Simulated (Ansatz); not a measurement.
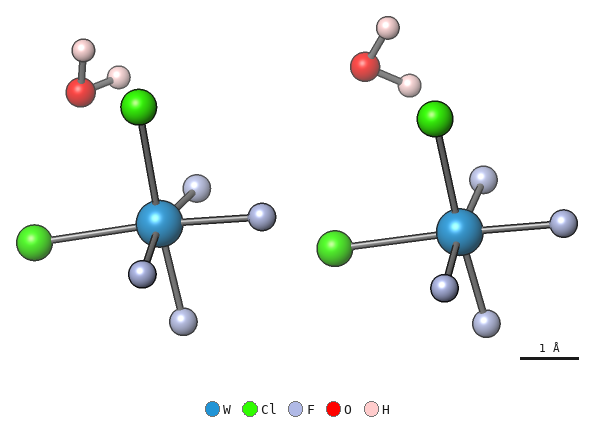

Two geometries of WH2OCl2F4, drawn at one scale. One is the start of a relaxation, the other its converged end. Style: ball-and-stick. Shown from a free direction.

These are results of Ansatz 0.2.0, RKS PBE/def2-SVP, not measurements. (no spin polarisation; force threshold 0.03 eV/Å; at most 50 steps)

Which one is relaxed?

Answer. The right one is the relaxed one. The run prepares an end point of a later path (reaction) calculation, from a guessed geometry. After 11 geometry steps the energy has fallen by 4.83 kcal/mol. The largest force component goes from 0.73 to 0.012 eV/Å. The largest move after the best rigid fit is that of the O atom, 0.57 Å. Largest moves by element: O 0.57 Å, H 0.55 Å, F 0.32 Å, W 0.23 Å, Cl 0.23 Å. Near-neighbour distances that change, for instance: O–W 3.150 → 3.937 Å, Cl–W 2.369 → 2.298 Å, H–O 0.990 → 0.975 Å, F–W 1.868 → 1.875 Å. Bond angles that change, for instance: Cl–W–F 101.6° → 91.5°, F–W–F 166.5° → 175.1°, F–W–Cl 99.3° → 92.3°. The run took 40 s on 4 threads of Arm Neoverse V1, on a shared host, peak memory 0.23 GiB.

Limits of the set-up: the start holds two separate molecules, 2.5 Å apart at their closest, whose relative position is a soft coordinate and is computed without a dispersion correction.
